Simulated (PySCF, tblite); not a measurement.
# C₄H₁₂B₂: a rotation path, then NMR shifts on frames, part 1 of 2

Aim: move C₄H₁₂B₂ (`BCBCCC`) away from its starting geometry and see how NMR shifts follow the geometry.

Computed with tblite 0.8.0 and PySCF 2.14.0, with density-fitted response routines of our own, on a single molecule in the gas phase. Atoms are numbered from 0 throughout.

## (1) The starting structure

18 atoms, charge 0, multiplicity 1; geometry from: GFN2-xTB.

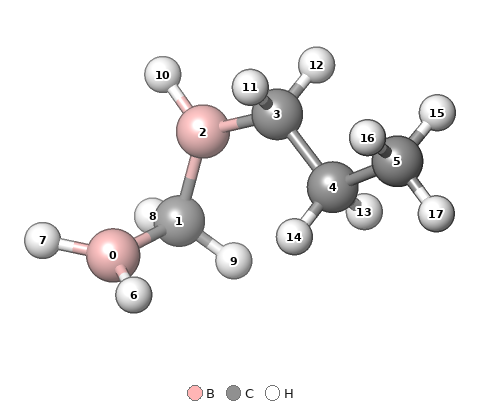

The starting geometry (boron pink, carbon grey, hydrogen white), atoms numbered; sticks join atoms by distance.

## (2) A band between two rotamers with GFN2-xTB

What the job is given:

```
{"job": {"kind": "neb", "xc": "GFN2-xTB", "basis": "xTB", "atoms": [2, 3, 4, 5], "turn": 120}, "charge": 0, "multiplicity": 1}
B     -2.484506    -0.284953     1.068033
C     -2.030151     0.302338    -0.309517
B     -0.836942     1.285471     0.001232
C      0.673553     0.837602    -0.002901
C      1.008746    -0.595111    -0.422097
C      2.497239    -0.893949    -0.278695
H     -2.029727    -1.287604     1.464862
H     -3.265254     0.286874     1.726295
H     -2.843084     0.866137    -0.765709
H     -1.709597    -0.487407    -0.986223
H     -1.073420     2.400870     0.281596
H      1.055347     0.995851     1.013221
H      1.256321     1.527035    -0.623982
H      0.714497    -0.746831    -1.463081
H      0.441160    -1.296036     0.191862
H      3.084624    -0.220394    -0.899903
H      2.815199    -0.768008     0.754484
H      2.717237    -1.915566    -0.581127
```

With the program's defaults for keys left out, this is: GFN2-xTB climbing-image nudged elastic band, gas phase.

Run with:

```bash
$ OMP_NUM_THREADS=1 python probes_run.py task.json out
```

This one command runs all jobs of the session in turn.

Standard output:

```text
image   E - E0 / eV
  0      -0.0000
  1       0.0168
  2       0.0558
  3       0.0987
  4       0.1214
  5       0.1071
  6       0.0705
  7       0.0437
  8       0.0268
```

Wall time 4.5 s (1 thread of Intel Xeon Platinum 8259CL at 2.50GHz, shared host); peak memory 0.19 GiB.

The final band, with the dihedral B2–C3–C4–C5:

| image | dihedral (°) | energy (eV) | energy (kcal/mol) |
| --- | --- | --- | --- |
| 0 | -176 | 0.000 | 0.0 |
| 1 | -163 | 0.017 | 0.4 |
| 2 | -149 | 0.056 | 1.3 |
| 3 | -135 | 0.099 | 2.3 |
| 4 | -120 | 0.121 | 2.8 |
| 5 | -105 | 0.107 | 2.5 |
| 6 | -91 | 0.070 | 1.6 |
| 7 | -76 | 0.044 | 1.0 |
| 8 | -70 | 0.027 | 0.6 |

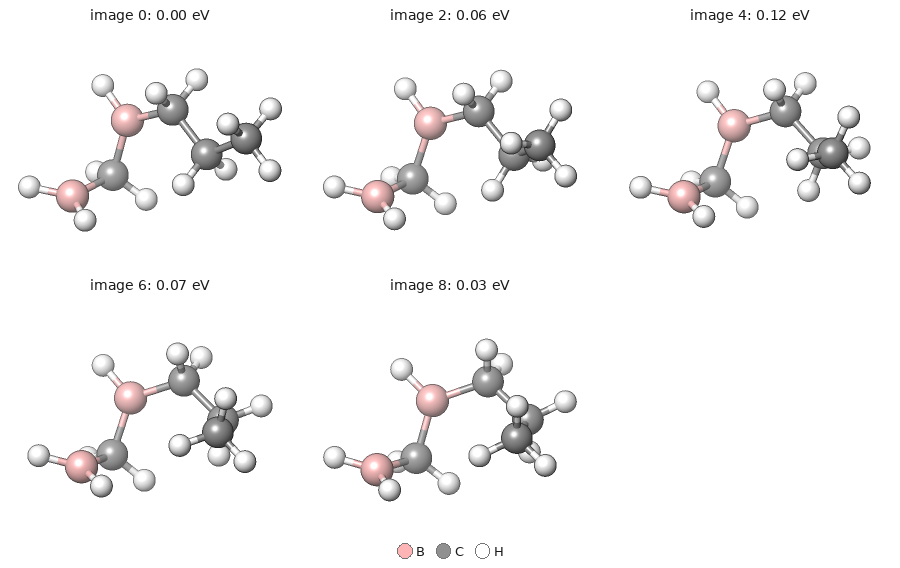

Images along the band.

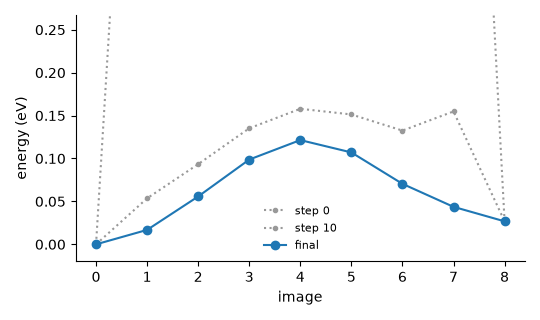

Energy along the band, early and final.

## (3) Nuclear shieldings: image 0, PBE0/pcSseg-1

What the job is given:

```
{"job": {"kind": "nmr", "xc": "PBE0", "basis": "pcSseg-1", "pop": false}, "charge": 0, "multiplicity": 1}
B     -2.484500    -0.285000     1.068000
C     -2.030200     0.302300    -0.309500
B     -0.836900     1.285500     0.001200
C      0.673600     0.837600    -0.002900
C      1.008700    -0.595100    -0.422100
C      2.497200    -0.893900    -0.278700
H     -2.029700    -1.287600     1.464900
H     -3.265300     0.286900     1.726300
H     -2.843100     0.866100    -0.765700
H     -1.709600    -0.487400    -0.986200
H     -1.073400     2.400900     0.281600
H      1.055300     0.995900     1.013200
H      1.256300     1.527000    -0.624000
H      0.714500    -0.746800    -1.463100
H      0.441200    -1.296000     0.191900
H      3.084600    -0.220400    -0.899900
H      2.815200    -0.768000     0.754500
H      2.717200    -1.915600    -0.581100
```

With the program's defaults for keys left out, this is: GIAO PBE0/pcSseg-1 NMR shielding, non-relativistic, gas phase.

Standard output:

```text
coarse grid: 13960 points
cycle   1  E = -208.9258278863  dE =  2.453e-01  |g| = 4.617e-01  |ddm| = 3.453e+00
cycle   2  E = -208.9168734283  dE =  8.954e-03  |g| = 5.066e-01  |ddm| = 8.198e-01
cycle   3  E = -208.9847286310  dE = -6.786e-02  |g| = 3.096e-02  |ddm| = 4.542e-01
cycle   4  E = -208.9849424725  dE = -2.138e-04  |g| = 1.371e-02  |ddm| = 4.333e-02
cycle   5  E = -208.9849878712  dE = -4.540e-05  |g| = 3.747e-03  |ddm| = 1.380e-02
cycle   6  E = -208.9849911745  dE = -3.303e-06  |g| = 6.027e-04  |ddm| = 3.128e-03
final grid: 131712 points
cycle   7  E = -209.0181085652  dE = -5.091e-05  |g| = 8.741e-03  |ddm| = 3.136e-02
cycle   8  E = -209.0181032307  dE =  5.334e-06  |g| = 9.947e-03  |ddm| = 1.566e-02
cycle   9  E = -209.0181289257  dE = -2.570e-05  |g| = 4.361e-04  |ddm| = 8.169e-03
cycle  10  E = -209.0181289734  dE = -4.764e-08  |g| = 1.435e-04  |ddm| = 5.535e-04
cycle  11  E = -209.0181289784  dE = -4.993e-09  |g| = 3.943e-05  |ddm| = 1.273e-04
cycle  12  E = -209.0181289787  dE = -3.580e-10  |g| = 8.373e-06  |ddm| = 3.563e-05
converged SCF energy = -209.0181289787

GIAO shielding tensors (ppm)
atom      isotropic    diamagn.    paramagn.     s11        s22        s33       span
  0 B       12.760     191.965    -179.204    -64.994    -30.492    133.767    198.761
  1 C      125.437     256.700    -131.263     30.182    144.777    201.351    171.169
  2 B       11.714     191.030    -179.316    -62.798    -20.258    118.200    180.998
  3 C      145.597     253.183    -107.586    115.897    155.697    165.197     49.300
  4 C      164.080     248.898     -84.818    156.980    165.497    169.763     12.783
  5 C      167.316     245.651     -78.335    154.190    161.198    186.560     32.370
  6 H       23.671      30.280      -6.608     15.095     26.730     29.190     14.095
  7 H       23.653      29.253      -5.600     16.399     26.944     27.618     11.219
  8 H       27.856      29.364      -1.507     25.139     27.499     30.931      5.792
  9 H       27.779      34.409      -6.630     24.940     27.615     30.781      5.841
 10 H       23.766      30.596      -6.830     18.103     26.022     27.173      9.070
 11 H       30.756      32.941      -2.185     26.798     29.815     35.655      8.857
 12 H       29.883      32.307      -2.425     25.871     28.914     34.864      8.993
 13 H       29.989      33.206      -3.216     25.513     29.349     35.105      9.593
 14 H       29.756      34.181      -4.425     24.540     29.252     35.475     10.934
 15 H       30.729      29.190       1.539     26.972     28.671     36.544      9.572
 16 H       30.801      29.675       1.126     27.236     28.644     36.524      9.288
 17 H       30.290      28.392       1.898     25.580     27.875     37.415     11.835
```

Run time: 22 s. Hardware: 1 thread of Intel Xeon Platinum 8259CL at 2.50GHz, shared host; peak memory 0.74 GiB.

The references, computed at this level on geometries of the same kind, shield at (ppm): 1H TMS 31.72, 13C TMS 186.9, 11B BF3·OEt2 100.1. Their shielding less the atom's gives the shift. The references are single molecules in the gas phase. Each atom is listed at this fixed geometry, with no averaging over motion; a spectrum would average atoms that exchange fast.

| atoms | environment | σ (ppm) | δ (ppm) |
| --- | --- | --- | --- |
| C1 | sp3 CH2 bonded to 2 B | 125.4 | 61.5 |
| C3 | sp3 CH2 bonded to B | 145.6 | 41.3 |
| C4 | sp3 CH2 | 164.1 | 22.8 |
| C5 | methyl carbon | 167.3 | 19.6 |
| H7 | hydrogen on a boron bonded to C | 23.65 | 8.06 |
| H6 | hydrogen on a boron bonded to C | 23.67 | 8.05 |
| H10 | hydrogen on a boron bonded to 2 C | 23.77 | 7.95 |
| H9 | hydrogen on an sp3 CH2 bonded to 2 B | 27.78 | 3.94 |
| H8 | hydrogen on an sp3 CH2 bonded to 2 B | 27.86 | 3.86 |
| H14 | hydrogen on an sp3 CH2 | 29.76 | 1.96 |
| H12 | hydrogen on an sp3 CH2 bonded to B | 29.88 | 1.83 |
| H13 | hydrogen on an sp3 CH2 | 29.99 | 1.73 |
| H17 | hydrogen on a methyl carbon | 30.29 | 1.43 |
| H15 | hydrogen on a methyl carbon | 30.73 | 0.99 |
| H11 | hydrogen on an sp3 CH2 bonded to B | 30.76 | 0.96 |
| H16 | hydrogen on a methyl carbon | 30.80 | 0.92 |
| B2 | boron bonded to 2 C, H | 11.7 | 88.4 |
| B0 | boron bonded to C, 2 H | 12.8 | 87.3 |

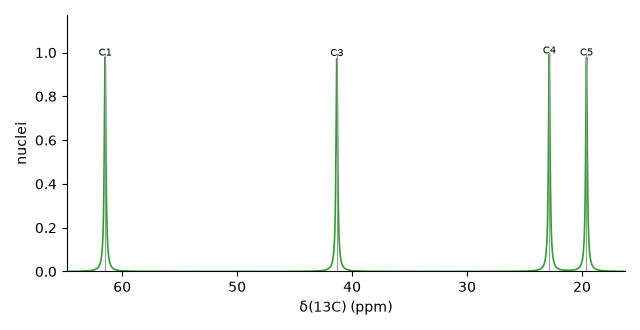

13C lines at the computed shifts, without couplings. Lines are broadened to a width of 0.17 ppm (Lorentzian).

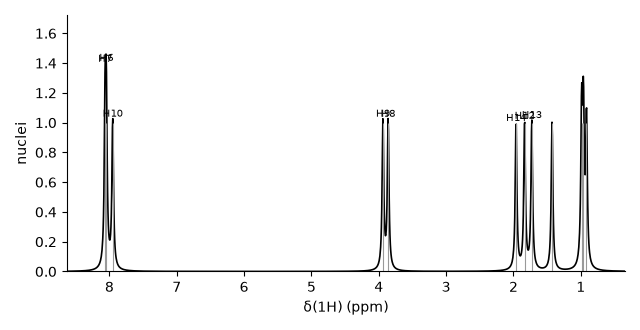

1H lines at the computed shifts, without couplings. Lines are broadened to a width of 0.03 ppm (Lorentzian).

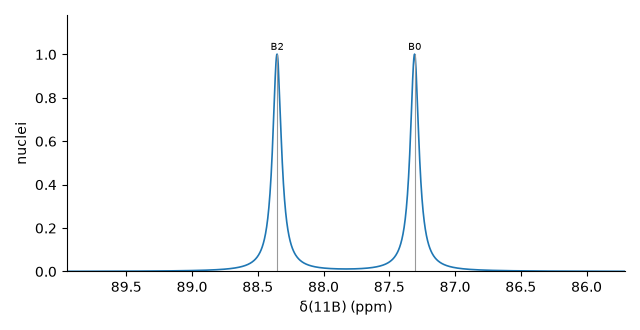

11B lines at the computed shifts, without couplings. Lines are broadened to a width of 0.08 ppm (Lorentzian).

## (4) NMR shieldings: image 2, PBE0/pcSseg-1

What the job is given:

```
{"job": {"kind": "nmr", "xc": "PBE0", "basis": "pcSseg-1", "pop": false}, "charge": 0, "multiplicity": 1}
B     -2.271400    -0.338300     1.188200
C     -2.044000     0.275100    -0.234200
B     -0.860600     1.307600    -0.082500
C      0.658700     0.915800    -0.218100
C      1.028900    -0.504400    -0.664600
C      2.352200    -0.967900    -0.064400
H     -1.721600    -1.321000     1.509000
H     -2.973900     0.194500     1.957900
H     -2.935000     0.805300    -0.568400
H     -1.790000    -0.494300    -0.960900
H     -1.107200     2.416900     0.213300
H      1.078300     1.079000     0.782700
H      1.184400     1.639400    -0.849300
H      1.093900    -0.539900    -1.754300
H      0.251000    -1.203300    -0.356300
H      3.159300    -0.284500    -0.322400
H      2.275100    -1.013900     1.020500
H      2.613000    -1.959800    -0.428100
```

Level: GIAO PBE0/pcSseg-1 NMR shielding, non-relativistic, gas phase.

Standard output:

```text
coarse grid: 13960 points
cycle   1  E = -208.9247906720  dE =  2.445e-01  |g| = 4.595e-01  |ddm| = 3.448e+00
cycle   2  E = -208.9160732737  dE =  8.717e-03  |g| = 5.038e-01  |ddm| = 8.132e-01
cycle   3  E = -208.9831665968  dE = -6.709e-02  |g| = 3.092e-02  |ddm| = 4.500e-01
cycle   4  E = -208.9833835996  dE = -2.170e-04  |g| = 1.298e-02  |ddm| = 4.289e-02
cycle   5  E = -208.9834237094  dE = -4.011e-05  |g| = 3.881e-03  |ddm| = 1.344e-02
cycle   6  E = -208.9834272550  dE = -3.546e-06  |g| = 5.912e-04  |ddm| = 3.241e-03
final grid: 131712 points
cycle   7  E = -209.0160218589  dE = -4.833e-05  |g| = 8.693e-03  |ddm| = 2.912e-02
cycle   8  E = -209.0160165316  dE =  5.327e-06  |g| = 9.915e-03  |ddm| = 1.557e-02
cycle   9  E = -209.0160420566  dE = -2.552e-05  |g| = 4.206e-04  |ddm| = 8.099e-03
cycle  10  E = -209.0160421017  dE = -4.510e-08  |g| = 1.330e-04  |ddm| = 5.162e-04
cycle  11  E = -209.0160421060  dE = -4.320e-09  |g| = 3.944e-05  |ddm| = 1.291e-04
cycle  12  E = -209.0160421064  dE = -3.603e-10  |g| = 7.668e-06  |ddm| = 3.599e-05
converged SCF energy = -209.0160421064

GIAO shielding tensors (ppm)
atom      isotropic    diamagn.    paramagn.     s11        s22        s33       span
  0 B       13.213     192.301    -179.088    -64.194    -30.498    134.333    198.527
  1 C      126.240     256.507    -130.268     31.471    145.802    201.446    169.975
  2 B       12.045     190.913    -178.868    -62.220    -19.040    117.394    179.614
  3 C      145.518     252.944    -107.427    109.196    161.472    165.886     56.690
  4 C      165.038     248.545     -83.507    157.472    166.669    170.975     13.504
  5 C      166.954     246.443     -79.489    150.608    164.141    186.112     35.504
  6 H       23.692      30.423      -6.732     15.101     26.689     29.285     14.185
  7 H       23.710      29.432      -5.722     16.551     26.928     27.652     11.100
  8 H       27.831      29.190      -1.359     25.148     27.383     30.963      5.814
  9 H       27.857      33.985      -6.128     24.843     27.611     31.118      6.274
 10 H       23.815      30.587      -6.772     18.231     25.978     27.237      9.006
 11 H       31.252      33.105      -1.852     26.925     30.924     35.908      8.983
 12 H       29.379      31.740      -2.361     25.061     28.455     34.620      9.559
 13 H       30.161      32.199      -2.039     26.155     28.679     35.648      9.493
 14 H       29.398      34.485      -5.087     23.768     28.910     35.517     11.749
 15 H       30.641      29.232       1.409     26.664     28.763     36.496      9.832
 16 H       30.918      30.548       0.370     27.261     29.026     36.467      9.206
 17 H       30.349      28.619       1.730     25.740     27.747     37.561     11.821
```

Run time: 22 s. Hardware: 1 thread of Intel Xeon Platinum 8259CL at 2.50GHz, shared host; peak memory 0.76 GiB.

This run: δ C1 60.7, C3 41.4, C4 21.9, C5 20.0, H6 8.03, H7 8.01 ppm.

(Continued in part 2 of 2.)
